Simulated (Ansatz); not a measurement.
**AlHBr (SMILES [AlH][Br]) at UHF/STO-3G**

Aim: the energy change on altering one bond length of AlHBr at UHF/STO-3G, from 2 runs. 

The results are computed with Ansatz 0.2.0.

59 further runs of the same task are left out: 10 that didn't finish, 49 set aside as unsound or not needed.

### Step 1. The molecule

The species is AlHBr (3 atoms), meant as a doublet with charge 0. SMILES: `[AlH][Br]`. Geometry: relaxed at PBE0-D4/def2-TZVP.

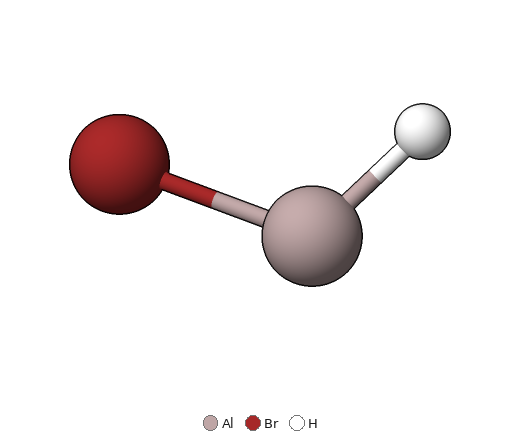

Viewed from a chosen angle; aluminium light grey, bromine red, hydrogen white.

### Step 2. A single-point energy at UHF/STO-3G

input.yaml reads:

```yaml
crystal:
  periodic: [false, false, false]
  atoms:
    - symbol: Al
      position_ang: [-0.296700, -0.628000, -0.239100]
    - symbol: Br
      position_ang: [1.584500, 0.008600, 0.871100]
    - symbol: H
      position_ang: [-1.298900, 0.554600, -0.645300]
basis:
  gaussian:
    orbitals: STO-3G
magnetization:
  spin_polarized: true
  initial_magnetization: 1
hamiltonian:
  xc: hf
accuracy: high
```

Launch:

```
$ ansatz run input.yaml --threads 1 --pin off --max-ram 2610MiB --events-out events.jsonl --progress --plain --runs-dir runs
```

Standard output:

```text
Warning: RAYON_NUM_THREADS=1 ignored (pool sized by the plan → 1); use --threads N
Functional definition: HF
  name "HF"
  exchange = exact_x
  correlation = 0
390 factors; integrals over basis functions are off by at most 1.2e-8 eV
mean field evaluation 1: about -75762.2472 eV, gradient 1.0e1 eV
mean field evaluation 2: about -75762.2762 eV, gradient 1.0e1 eV
mean field evaluation 4: about -75763.7203 eV, gradient 1.2e0 eV
mean field evaluation 8: about -75763.7639 eV, gradient 1.9e-2 eV
mean field -75763.76392015 eV, -2784.2669695417 hartree, gradient 8.0e-8 eV, S^2 0.758604; 0 other end points of the search recorded, 0 dependent functions left out
reference -75763.76392015 eV, -2784.2669695417 hartree; 25, 24 occupied and 3, 4 virtual orbitals, 390 factors
Total energy: -75763.76392015 eV, -2784.2669695417 hartree
```

It took 0.24 s on 1 thread of Arm Neoverse V1, shared host.

### Step 3. The distorted shape at the same level

in.yaml reads:

```yaml
crystal:
  periodic: [false, false, false]
  atoms:
    - {symbol: Al, position_ang: [-0.766959, -0.787136, -0.516626]}
    - {symbol: Br, position_ang: [1.584500, 0.008600, 0.871100]}
    - {symbol: H, position_ang: [-1.769159, 0.395464, -0.922826]}
basis:
  gaussian:
    orbitals: STO-3G
magnetization:
  spin_polarized: true
  initial_magnetization: 1
hamiltonian:
  xc: hf
accuracy: high
```

Launch:

```
$ ansatz run in.yaml --threads 1 --pin off --max-ram 2610MiB --events-out events.jsonl --progress --plain --runs-dir runs
```

Standard output:

```text
Warning: RAYON_NUM_THREADS=1 ignored (pool sized by the plan → 1); use --threads N
[... 4 set-up lines as earlier in the session ...]
370 factors; integrals over basis functions are off by at most 1.1e-8 eV
mean field evaluation 1: about -75759.9298 eV, gradient 9.6e0 eV
mean field evaluation 2: about -75759.9592 eV, gradient 9.5e0 eV
mean field evaluation 4: about -75761.8089 eV, gradient 1.4e0 eV
mean field evaluation 8: about -75761.9055 eV, gradient 6.2e-3 eV
mean field evaluation 16: about -75759.7161 eV, gradient 9.8e-1 eV
mean field -75761.90074519 eV, -2784.1984991251 hartree, gradient 1.3e-8 eV, S^2 0.782494; 0 other end points of the search recorded, 0 dependent functions left out
reference -75761.90074519 eV, -2784.1984991251 hartree; 25, 24 occupied and 3, 4 virtual orbitals, 370 factors
Total energy: -75761.90074519 eV, -2784.1984991251 hartree
```

It took 0.24 s on 1 thread of Arm Neoverse V1, shared host.

### Step 4. Summary of results

Level: UHF/STO-3G.

| quantity | value |
| --- | --- |
| first shape: total energy | -2784.26697 Eh |
| first shape: ⟨S²⟩ | 0.759 |
| distorted shape: total energy | -2784.19850 Eh |
| distorted shape: ⟨S²⟩ | 0.782 |
| energy change with the Al1–Br2 bond stretched from 2.275 to 2.844 Å | 1.863 eV |

What this shows: With the Al1–Br2 bond stretched from 2.275 to 2.844 Å the energy rises by 1.86 eV (43 kcal/mol). The first shape isn't relaxed at this level, so the change isn't measured from a minimum. The minimal basis adds a large error of its own.
